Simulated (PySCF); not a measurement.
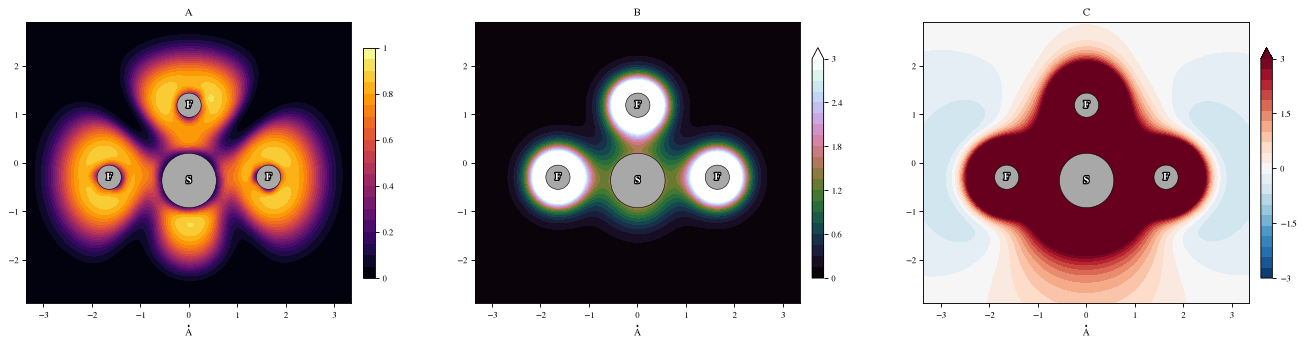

F4S: 3 fields on the plane of atoms F1, S2 and F4, with unlabelled colour scales. Grey discs cover the atomic cores.

Geometry: PBE0-D3(BJ)/def2-TZVP.

All numbers below come from PySCF, PBE0/pcSseg-2, SCF density, gas phase, non-relativistic.

**Which field does each panel show? The fields are: electron density, electron localisation function and electrostatic potential.**

Panel A: electron localisation function. Panel B: electron density. Panel C: electrostatic potential (strongly positive close to the atoms, with negative regions outside electron-rich atoms). From the grid: S–F (1.55 Å): the density is about 1.7 e/Å³ at the midpoint; the ELF peaks at about 0.80 between the atoms: a shared but strongly polarised pair. S–F (1.65 Å): the density is about 1.4 e/Å³ at the midpoint; the ELF peaks at about 0.80 between the atoms, as expected for a polar covalent bond.
